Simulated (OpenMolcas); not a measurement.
**Tc⁴⁺ complex: multiconfigurational calculation**

System: Tc⁴⁺ with 6 ligands (NH3; octahedron, 2.06 Å), with no charges around it.
Method: state-averaged CASSCF, active space 3 electrons in the shell 4d, basis ANO-RCC-VTZP on the metal and ANO-RCC-VDZP on the ligands, DKH2 scalar Hamiltonian, spin-orbit coupling by RASSI with atomic mean-field integrals (OpenMolcas).

## The input
```
&GATEWAY
Coord
25

Tc 0.0 0.0 0.0
N 2.060000 0.000000 0.000000
H 2.442099 0.945728 0.000000
H 2.442099 -0.472864 0.819024
H 2.442099 -0.472864 -0.819024
N 0.000000 2.060000 0.000000
H 0.000000 2.442099 0.945728
H 0.819024 2.442099 -0.472864
H -0.819024 2.442099 -0.472864
N -2.060000 0.000000 0.000000
H -2.442099 -0.945728 0.000000
H -2.442099 0.472864 -0.819024
H -2.442099 0.472864 0.819024
N 0.000000 -2.060000 0.000000
H 0.000000 -2.442099 -0.945728
H -0.819024 -2.442099 0.472864
H 0.819024 -2.442099 0.472864
N 0.000000 0.000000 2.060000
H 0.945728 0.000000 2.442099
H -0.472864 0.819024 2.442099
H -0.472864 -0.819024 2.442099
N 0.000000 0.000000 -2.060000
H -0.945728 0.000000 -2.442099
H 0.472864 -0.819024 -2.442099
H 0.472864 0.819024 -2.442099
Basis=Tc.ANO-RCC-VTZP,H.ANO-RCC-VDZP,N.ANO-RCC-VDZP
Group=XYZ
NoMove
AngMom=0.0 0.0 0.0
AMFI
RICD
&SEWARD
&RASSCF
FileOrb=start.orb
Symmetry=1
Spin=4
nActEl=3 0 0
Inactive=24 24
Ras2=5 0
CIRoot=10 10 1
SDav=10
CIMx=300
Iter=150 100
PrWF=0.3
OrbListing=Nothing
MaxOrb=1
LevShft=1.0
>>> COPY $Project.JobIph JOB001
&RASSCF
FileOrb=start.orb
Symmetry=1
Spin=2
nActEl=3 0 0
Inactive=24 24
Ras2=5 0
CIRoot=40 40 1
SDav=40
CIMx=300
Iter=150 100
PrWF=0.3
OrbListing=Nothing
MaxOrb=0
LevShft=1.0
>>> COPY $Project.JobIph JOB002
&RASSI
NrOfJobIphs=2 10 40
1 2 3 4 5 6 7 8 9 10
1 2 3 4 5 6 7 8 9 10 11 12 13 14 15 16 17 18 19 20 21 22 23 24 25 26 27
28 29 30 31 32 33 34 35 36 37 38 39 40
IphNames
JOB001
JOB002
EJob
SpinOrbit
DIPRint=1.0
SOCoupling=1000.0
Subsets=2
Property=9
'ANGMOM' 1 'ANGMOM' 2 'ANGMOM' 3 'MLTPL  1' 1 'MLTPL  1' 2 'MLTPL  1' 3
'AMFI' 1 'AMFI' 2 'AMFI' 3
SOProperty=3
'ANGMOM' 1 'ANGMOM' 2 'ANGMOM' 3
```

The file start.orb holds starting orbitals from an earlier step. A driver script formed the levels outside the program, from RASSI's spin-orbit matrix and the active-space energies, averaged over the components of each term or state.

Hardware: 1 thread of Arm Neoverse V2, 24 GiB of memory available, shared host.

Command:
```bash
OMP_NUM_THREADS=1 MOLCAS_MEM=3686 MOLCAS_PROJECT=a pymolcas a.inp > a.log  # once for each step of the input, in one work folder
```

## Log (extracts)
```
--- SEWARD ---
Basis set label: TC.ANO-RCC...7S6P4D2F1G.

      Electronic valence basis set:
      ------------------
      Associated Effective Charge  43.000000 au
      Associated Actual Charge     43.000000 au
      Nuclear Model: Point charge

      Shell  nPrim  nBasis  Cartesian Spherical Contaminant
         s      21       7        X
         p      18       6        X
         d      13       4                 X
         f       6       2                 X
         g       4       1                 X
                  Relativistic Douglas-Kroll-Hess integrals:
                    - DKH order of Hamiltonian: 2
                    - DKH order of Properties : 0
                  Atomic mean-field integrals
--- RASSCF ---
Wave function specifications:
      -----------------------------

      Number of closed shell electrons          96
      Number of electrons in active shells       3
      Max number of holes in RAS1 space          0
      Max nr of electrons in RAS3 space          0
      Number of inactive orbitals               48
      Number of active orbitals                  5
      Number of secondary orbitals             189
      Spin quantum number                      1.5
      State symmetry                             1
Orbital specifications:
      -----------------------

      Symmetry species                           1   2
                                                ag  au
      Frozen orbitals                            0   0
      Inactive orbitals                         24  24
      Active orbitals                            5   0
      RAS1 orbitals                              0   0
      RAS2 orbitals                              5   0
      RAS3 orbitals                              0   0
      Secondary orbitals                        94  95
      Deleted orbitals                           0   0
      Number of basis functions                123 119
      Number of CSFs                            10
      Number of root(s) required                10
      Iter CI   SX   CI       RASSCF       Energy    max ROT     max BLB   max BLB  Level Ln srch  Step   QN
          iter iter root      energy       change     param      element    value   shift minimum  type update
 Nr of preliminary CI iterations:   1
      Total energies have been shifted. Add                -4000.00 au
        1   1   13    0  -617.37909056    0.00E+00  -1.42E-01*  23  29 1 -2.93E-01*  0.96   0.00    SX    NO
        2   1   14    0  -617.90536142   -5.26E-01*  1.21E-01*  23  29 1 -2.09E-01*  0.69   0.00    SX    NO
        3   1   14    0  -618.04404101   -1.39E-01* -5.99E-02   23  29 1 -1.03E-01*  0.61   0.00    SX    NO
        4   1   13    0  -618.07633331   -3.23E-02* -3.00E-02   23  29 1 -5.34E-02*  0.63   0.00    SX    NO
        5   1   13    0  -618.08546134   -9.13E-03* -3.40E-02   23  29 1 -3.08E-02*  0.63   2.30    LS   YES
        6   1   12    0  -618.08967295   -4.21E-03* -6.08E-03   19  65 1  5.02E-03*  0.64   1.15    QN   YES
        7   1   11    0  -618.08995173   -2.79E-04* -1.80E-03   19  65 1  1.70E-03*  0.64   1.37    QN   YES
        8   1   10    0  -618.08999429   -4.26E-05* -5.83E-04   16  26 1  6.99E-04*  0.64   1.16    QN   YES
        9   1    9    0  -618.08999813   -3.84E-06* -2.71E-04   16  26 1  3.02E-04*  0.64   1.47    LS   YES
       10   1    9    0  -618.08999856   -4.30E-07* -1.60E-04   19  45 1 -2.25E-04*  0.64   1.00    QN   YES
       11   1    8    0  -618.08999914   -5.82E-07* -9.02E-05   19  74 1  8.92E-05   0.64   1.56    LS   YES
       12   1    8    0  -618.08999922   -8.72E-08*  3.24E-05    4  42 2 -7.61E-05   0.64   1.00    QN   YES
       13   1    7    0  -618.08999927   -4.26E-08* -2.12E-05    9  51 1  3.59E-05   0.64   1.21    QN   YES
       14   1    6    0  -618.08999927   -6.76E-09  -3.09E-06   19  45 1 -7.49E-06   0.64   1.12    QN   YES
      Convergence after 14 iterations
       15   1    6    0  -618.08999927   -4.17E-10  -3.09E-06   19  65 1 -2.65E-06   0.64   1.12    QN   YES
      Natural orbitals and occupation numbers for root  1
      sym 1:   1.000000   1.000000   0.000000   1.000000   0.000000
      Natural orbitals and occupation numbers for root  2
      sym 1:   1.000000   0.500033   0.499967   0.500033   0.499967
      Natural orbitals and occupation numbers for root  3
      sym 1:   1.000000   0.740284   0.740284   0.259716   0.259716
::    RASSCF root number  1 Total energy:  -4618.35283372
::    RASSCF root number  2 Total energy:  -4618.14663414
::    RASSCF root number  3 Total energy:  -4618.14595922
::    RASSCF root number  4 Total energy:  -4618.14595922
::    RASSCF root number  5 Total energy:  -4618.11167506
::    RASSCF root number  6 Total energy:  -4618.11105634
::    RASSCF root number  7 Total energy:  -4618.11105634
::    RASSCF root number  8 Total energy:  -4617.92596556
::    RASSCF root number  9 Total energy:  -4617.92442657
::    RASSCF root number 10 Total energy:  -4617.92442657
--- RASSCF ---
Wave function specifications:
      -----------------------------

      Number of closed shell electrons          96
      Number of electrons in active shells       3
      Max number of holes in RAS1 space          0
      Max nr of electrons in RAS3 space          0
      Number of inactive orbitals               48
      Number of active orbitals                  5
      Number of secondary orbitals             189
      Spin quantum number                      0.5
      State symmetry                             1
Orbital specifications:
      -----------------------

      Symmetry species                           1   2
                                                ag  au
      Frozen orbitals                            0   0
      Inactive orbitals                         24  24
      Active orbitals                            5   0
      RAS1 orbitals                              0   0
      RAS2 orbitals                              5   0
      RAS3 orbitals                              0   0
      Secondary orbitals                        94  95
      Deleted orbitals                           0   0
      Number of basis functions                123 119
      Number of CSFs                            40
      Number of root(s) required                40
      Iter CI   SX   CI       RASSCF       Energy    max ROT     max BLB   max BLB  Level Ln srch  Step   QN
          iter iter root      energy       change     param      element    value   shift minimum  type update
 Nr of preliminary CI iterations:   1
      Total energies have been shifted. Add                -4000.00 au
        1   1   13    0  -618.01643967    0.00E+00  -1.11E-02   28  34 1 -9.34E-03*  0.60   0.00    SX    NO
        2   1   12    0  -618.01726367   -8.24E-04*  4.24E-03   19  27 1  4.72E-03*  0.60   0.00    SX    NO
        3   1   11    0  -618.01746142   -1.98E-04*  2.26E-03   19  27 1  2.36E-03*  0.60   0.00    SX    NO
        4   1   10    0  -618.01751612   -5.47E-05*  1.04E-03   19  27 1  1.50E-03*  0.60   0.00    SX    NO
        5   1   10    0  -618.01753233   -1.62E-05*  1.26E-03   19  27 1  8.21E-04*  0.60   2.22    LS   YES
        6   1    9    0  -618.01753933   -7.00E-06* -1.22E-04   12  51 1 -2.94E-04*  0.60   1.01    QN   YES
        7   1    8    0  -618.01753958   -2.53E-07*  6.93E-05   19  27 1  6.74E-05   0.60   1.10    QN   YES
        8   1    7    0  -618.01753964   -5.94E-08*  2.44E-05   12  51 1  1.80E-05   0.60   1.32    QN   YES
        9   1    6    0  -618.01753965   -5.58E-09   7.29E-06   20  35 1  4.30E-06   0.60   1.13    QN   YES
      Convergence after  9 iterations
       10   1    6    0  -618.01753965   -5.03E-10   7.29E-06   24  45 1 -2.77E-06   0.60   1.13    QN   YES
      Natural orbitals and occupation numbers for root  1
      sym 1:   0.993370   0.946029   0.001139   1.051472   0.007990
      Natural orbitals and occupation numbers for root  2
      sym 1:   0.948828   0.988593   0.007985   1.053450   0.001144
      Natural orbitals and occupation numbers for root  3
      sym 1:   0.998329   0.999497   0.001338   0.999497   0.001338
::    RASSCF root number  1 Total energy:  -4618.28058189
::    RASSCF root number  2 Total energy:  -4618.28058189
::    RASSCF root number  3 Total energy:  -4618.27884480
::    RASSCF root number  4 Total energy:  -4618.27868066
::    RASSCF root number  5 Total energy:  -4618.27868066
::    RASSCF root number  6 Total energy:  -4618.23644229
::    RASSCF root number  7 Total energy:  -4618.23644229
::    RASSCF root number  8 Total energy:  -4618.23616420
::    RASSCF root number  9 Total energy:  -4618.09194760
::    RASSCF root number 10 Total energy:  -4618.09059844
::    RASSCF root number 11 Total energy:  -4618.09003520
::    RASSCF root number 12 Total energy:  -4618.09003520
::    RASSCF root number 13 Total energy:  -4618.08218247
::    RASSCF root number 14 Total energy:  -4618.08218247
::    RASSCF root number 15 Total energy:  -4618.08178391
::    RASSCF root number 16 Total energy:  -4618.07245216
::    RASSCF root number 17 Total energy:  -4618.07245216
::    RASSCF root number 18 Total energy:  -4618.06459119
::    RASSCF root number 19 Total energy:  -4618.06424975
::    RASSCF root number 20 Total energy:  -4618.06424975
::    RASSCF root number 21 Total energy:  -4618.04138581
::    RASSCF root number 22 Total energy:  -4618.04138581
::    RASSCF root number 23 Total energy:  -4618.04068112
::    RASSCF root number 24 Total energy:  -4618.03123000
::    RASSCF root number 25 Total energy:  -4617.97770988
::    RASSCF root number 26 Total energy:  -4617.97770988
::    RASSCF root number 27 Total energy:  -4617.88306736
::    RASSCF root number 28 Total energy:  -4617.88193113
::    RASSCF root number 29 Total energy:  -4617.88193113
::    RASSCF root number 30 Total energy:  -4617.87675305
--- RASSI ---
SPIN-FREE ENERGIES:
  (Shifted by EMIN (a.u.) =      -4618.3528337242)

 SF State       Relative EMIN(au)   Rel lowest level(eV)    D:o, cm**(-1)

     1             0.0000000000        0.0000000000              0.0000
    11             0.0722518340        1.9660725631          15857.4446
    12             0.0722518340        1.9660725631          15857.4446
    13             0.0739889192        2.0133410590          16238.6908
    14             0.0741530647        2.0178076861          16274.7165
    15             0.0741530647        2.0178076861          16274.7165
    16             0.1163914377        3.1671723673          25544.9679
    17             0.1163914377        3.1671723673          25544.9679
    18             0.1166695262        3.1747395402          25606.0013
     2             0.2061995813        5.6109764505          45255.5771
     3             0.2068745044        5.6293420449          45403.7056
     4             0.2068745044        5.6293420449          45403.7056
     5             0.2411586674        6.5622616463          52928.2096
     6             0.2417773814        6.5790977098          53064.0016
     7             0.2417773814        6.5790977098          53064.0016
    19             0.2608861217        7.0990730235          57257.8854
    20             0.2622352801        7.1357854946          57553.9914
    21             0.2627985289        7.1511122750          57677.6103
    22             0.2627985289        7.1511122750          57677.6103
    23             0.2706512502        7.3647957068          59401.0834
    24             0.2706512502        7.3647957068          59401.0834
    25             0.2710498191        7.3756413186          59488.5591
    26             0.2803815594        7.6295709078          61536.6394
    27             0.2803815594        7.6295709078          61536.6394
    28             0.2882425313        7.8434788507          63261.9233
    29             0.2885839719        7.8527699240          63336.8609
    30             0.2885839719        7.8527699240          63336.8609
    31             0.3114479182        8.4749295979          68354.9170
    32             0.3114479182        8.4749295979          68354.9170
    33             0.3121526032        8.4941050532          68509.5775
    34             0.3216037270        8.7512832322          70583.8594
    35             0.3751238471       10.2076398940          82330.1681
    36             0.3751238471       10.2076398940          82330.1681
     8             0.4268681630       11.6156744597          93686.7327
    10             0.4284071591       11.6575526755          94024.5033
     9             0.4284071591       11.6575526755          94024.5033
    37             0.4697663638       12.7829939707         103101.7995
    38             0.4709025950       12.8139123967         103351.1734
    39             0.4709025950       12.8139123967         103351.1734
    40             0.4760806745       12.9548151176         104487.6305
Eigenvalues of complex Hamiltonian:
   -----------------------------------
  (Shifted by EMIN (a.u.) =      -4618.3528337242)

 SO State       Relative EMIN(au)   Rel lowest level(eV)    D:o, cm**(-1)

     1            -0.0003736545        0.0000000000              0.0000
     2            -0.0003736545        0.0000000000              0.0000
     3            -0.0003718866        0.0000481055              0.3880
     4            -0.0003718866        0.0000481055              0.3880
     5             0.0716359401        1.9594808927          15804.2792
     6             0.0716359401        1.9594808927          15804.2792
     7             0.0718574663        1.9655089277          15852.8986
     8             0.0718574663        1.9655089277          15852.8986
     9             0.0733510316        2.0061509096          16180.6983
    10             0.0733510316        2.0061509096          16180.6983
    11             0.0733850478        2.0070765372          16188.1640
    12             0.0733850478        2.0070765372          16188.1640
    13             0.0741761728        2.0286041444          16361.7959
    14             0.0741761728        2.0286041444          16361.7959
    15             0.1162566542        3.1736723764          25597.3940
    16             0.1162566542        3.1736723764          25597.3940
    17             0.1164384164        3.1786183777          25637.2862
    18             0.1164384164        3.1786183777          25637.2862
    19             0.1172195932        3.1998752828          25808.7347
    20             0.1172195932        3.1998752828          25808.7347
    21             0.2047637567        5.5820733289          45022.4577
    22             0.2047637567        5.5820733289          45022.4577
    23             0.2055584244        5.6036973382          45196.8671
    24             0.2055584244        5.6036973382          45196.8671
    25             0.2059520603        5.6144087170          45283.2602
    26             0.2059520603        5.6144087170          45283.2602
    27             0.2072481688        5.6496776270          45567.7231
    28             0.2072481688        5.6496776270          45567.7231
    29             0.2073515821        5.6524916443          45590.4197
    30             0.2073515821        5.6524916443          45590.4197
    31             0.2077301909        5.6627941153          45673.5147
    32             0.2077301909        5.6627941153          45673.5147
    33             0.2400905567        6.5433645291          52775.7941
    34             0.2400905567        6.5433645291          52775.7941
    35             0.2409138892        6.5657685474          52956.4947
    36             0.2409138892        6.5657685474          52956.4947
    37             0.2413529004        6.5777146505          53052.8465
    38             0.2413529004        6.5777146505          53052.8465
    39             0.2421074963        6.5982482520          53218.4612
    40             0.2421074963        6.5982482520          53218.4612
    41             0.2422890972        6.6031898647          53258.3180
Weights of the five most important spin-orbit-free states for each spin-orbit state.

 SO State  Total energy (au)           Spin-free states, spin, and weights
 -------------------------------------------------------------------------------------------------------
    1        -0.000374       1 1.5  0.9976   17 0.5  0.0007   16 0.5  0.0007    2 1.5  0.0004    3 1.5  0.0001
    2        -0.000374       1 1.5  0.9976   16 0.5  0.0007   17 0.5  0.0007    2 1.5  0.0004    3 1.5  0.0001
    3        -0.000372       1 1.5  0.9976   18 0.5  0.0010    4 1.5  0.0003    3 1.5  0.0003   16 0.5  0.0002
    4        -0.000372       1 1.5  0.9976   18 0.5  0.0010    4 1.5  0.0003    3 1.5  0.0003   17 0.5  0.0002
    5         0.071636      11 0.5  0.4932   12 0.5  0.4932   14 0.5  0.0038   15 0.5  0.0038   16 0.5  0.0020
    6         0.071636      11 0.5  0.4932   12 0.5  0.4932   14 0.5  0.0038   15 0.5  0.0038   16 0.5  0.0020
    7         0.071857      12 0.5  0.4915   11 0.5  0.4915   13 0.5  0.0060   15 0.5  0.0028   14 0.5  0.0028
    8         0.071857      12 0.5  0.4915   11 0.5  0.4915   13 0.5  0.0060   15 0.5  0.0028   14 0.5  0.0028
    9         0.073351      13 0.5  0.7738   15 0.5  0.1034   14 0.5  0.1034   18 0.5  0.0056   12 0.5  0.0047
   10         0.073351      13 0.5  0.7738   15 0.5  0.1034   14 0.5  0.1034   18 0.5  0.0056   12 0.5  0.0047
   11         0.073385      14 0.5  0.4915   15 0.5  0.4915   16 0.5  0.0040   17 0.5  0.0040   11 0.5  0.0038
   12         0.073385      14 0.5  0.4915   15 0.5  0.4915   16 0.5  0.0040   17 0.5  0.0040   11 0.5  0.0038
```

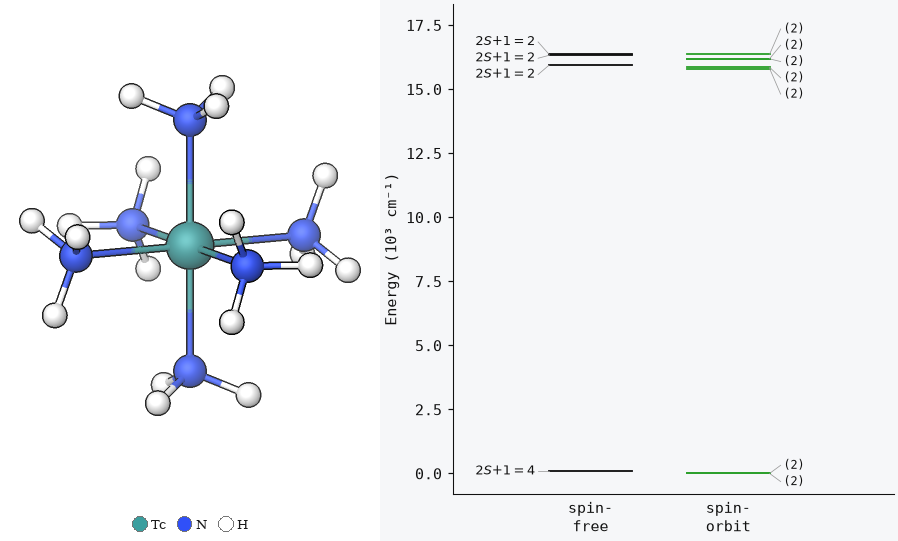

Fig. 1: Tc⁴⁺ (4d³) with 6 ligands, NH₃, at 2.06 Å (arrangement: octahedron, Ci), and its levels. Labels give the representation in O, Td, D4 or D3 as the site allows (double group for half-integer spin) where it could be assigned and, in brackets, the degeneracy; spin-free states, where drawn, share the zero of the spin-orbit levels. The ground level is a Kramers doublet, 100 % from states of spin multiplicity 4. Its principal g values are 0.00, 0.00 and 5.90, easy-axis. The next level lies at 0.39 cm⁻¹. The active orbitals hold 68 to 92 % metal character (Löwdin), and the Mulliken charge of the metal is +2.40.

## Summary

```
                                 quantity                value
                                  outcome            converged
      energy of the lowest spin-free term  −4618.35283 hartree
    energy of the lowest spin-orbit level  −4618.35321 hartree
largest spread among components of a term             0.0 cm⁻¹
                                wall time                 78 s
                              peak memory              0.4 GiB
```

## Notes

Without dynamic correlation the splittings between terms come out too large, often by 20 to 50 %. Caveats: covalent bonds, ligand orbitals missing from the active space; distances are set from ionic radii, not optimised.
